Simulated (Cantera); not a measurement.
A closed system holds: 1 mol trisilylamine, 0.26 mol NH₃, at 1.33 mbar.

These are equilibrium values from Cantera (NASA tables, ideal gas, pure condensed phases), not measurements of a reactor. Candidate condensed phases: Si, Si₃N₄; 18 gas species. The feed counts by its element totals alone. Mutual solubility and eutectic melting of coexisting phases are not modelled. The tables' values for SiN are old estimates; treat these amounts as uncertain. Gases not in the tables: Si₂H₆ and higher silanes. Equilibrium is a limit: real reactors are often held back by kinetics, nucleation or transport.

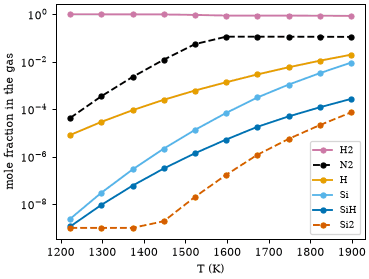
Equilibrium gas composition (values under 1e-9 drawn at 1e-9)

From 1223 K to 1523 K the condensed part is Si(s) + Si₃N₄(s). From 1598 K to 1673 K the condensed part is Si(s). From 1748 K to 1898 K the condensed part is Si(l). The main Si-bearing gas is SiH₂ at 1223 K and Si at 1898 K.
